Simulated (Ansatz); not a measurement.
**CH$_{7}$NOSi···HF: density, localisation and related maps**

```yaml
atoms:
  - { symbol: Si, position_ang: [-0.2094, 0.1596, 0.6397] }
  - { symbol: N, position_ang: [0.7840, -1.3080, 0.4016] }
  - { symbol: O, position_ang: [-1.3426, 0.4487, -0.5453] }
  - { symbol: C, position_ang: [-1.0513, 0.8537, -1.8512] }
  - { symbol: H, position_ang: [0.7630, 1.2854, 0.6362] }
  - { symbol: H, position_ang: [-1.0137, -0.0485, 1.8612] }
  - { symbol: H, position_ang: [1.6597, -0.7711, 2.4677] }
  - { symbol: F, position_ang: [1.5586, -0.0628, 3.0333] }
  - { symbol: H, position_ang: [1.5047, -1.2776, -0.3145] }
  - { symbol: H, position_ang: [0.2893, -2.1950, 0.3500] }
  - { symbol: H, position_ang: [-1.9429, 1.3277, -2.2926] }
  - { symbol: H, position_ang: [-0.2257, 1.5912, -1.8923] }
  - { symbol: H, position_ang: [-0.7738, -0.0031, -2.4939] }
```

Not at a stationary point (largest force 1.3 eV/Å).

Theory: UKS PBE0-D4/def2-SVP (Ansatz).

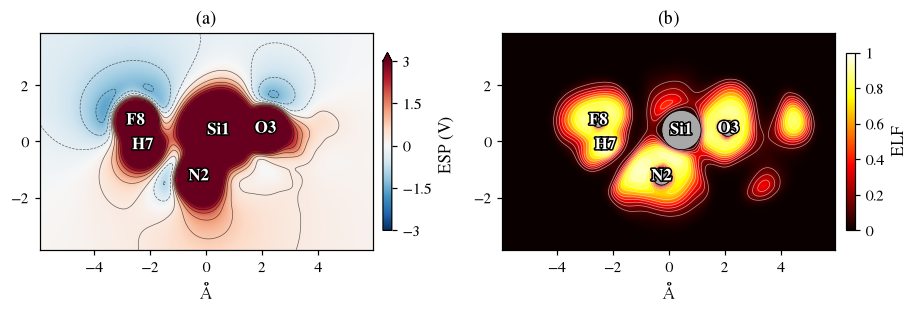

Figure 1. (a) electrostatic potential; (b) ELF on the plane of atoms N2, Si1 and O3. Grey discs cover the atomic cores in the ELF map.

**Describe what can be read from this map.**

The plane passes through Si, N, O, H and F nuclei.
N2···H7 (2.31 Å): the ELF dips to about 0.05 between them: a closed-shell contact with the geometry of a hydrogen bond.
Si–O (1.66 Å): the ELF peaks at about 0.90 between the atoms (a polar covalent bond).
Si–N (1.79 Å): the ELF peaks at about 0.90 between the atoms, as expected for a polar covalent bond.
F–H (0.91 Å): the ELF climbs to about 1 towards the hydrogen, as it does in any bond to H; an ordinary covalent bond to hydrogen.
The ELF also peaks beside F8 and O3, away from the bonds: lone-pair regions.
Outside the dense part of the complex the potential is most negative (−1.6 V) near F8.

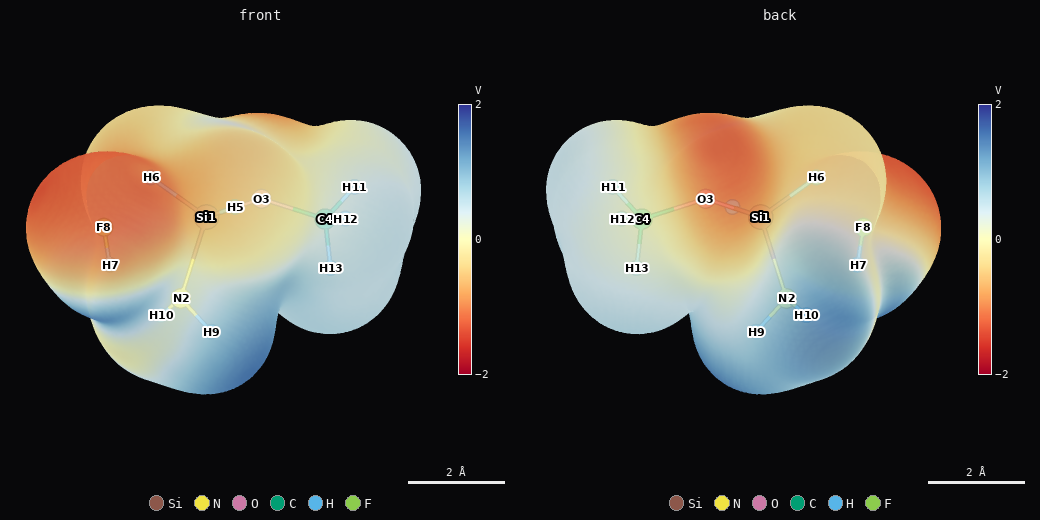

Figure 2. The molecular electrostatic potential painted on the density surface at 0.001 e/bohr³, seen from the front and from behind; red is negative and blue positive.

**Describe the electrostatic potential map.**

The most negative region (about −1.3 V) lies over O3 and F8, the most positive (about +1.5 V) over H9.

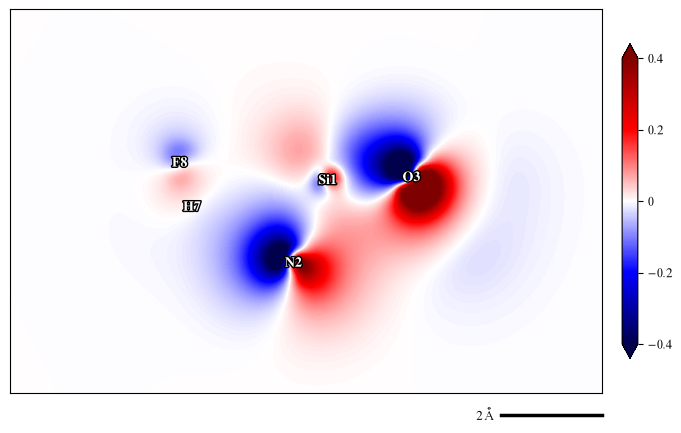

Figure 3. The HOMO−1 on the plane of atoms N2, Si1 and O3 (values in Å⁻³ᐟ²; the overall sign is arbitrary).

**Describe this orbital and give its energy.**

Its weight (Hirshfeld) is mainly on O3 (about 45 %), N2 (about 10 %), Si1 (about 10 %), C4 (about 10 %), H5 (about 10 %) and H12 (about 5 %). Its energy is −8.26 eV.
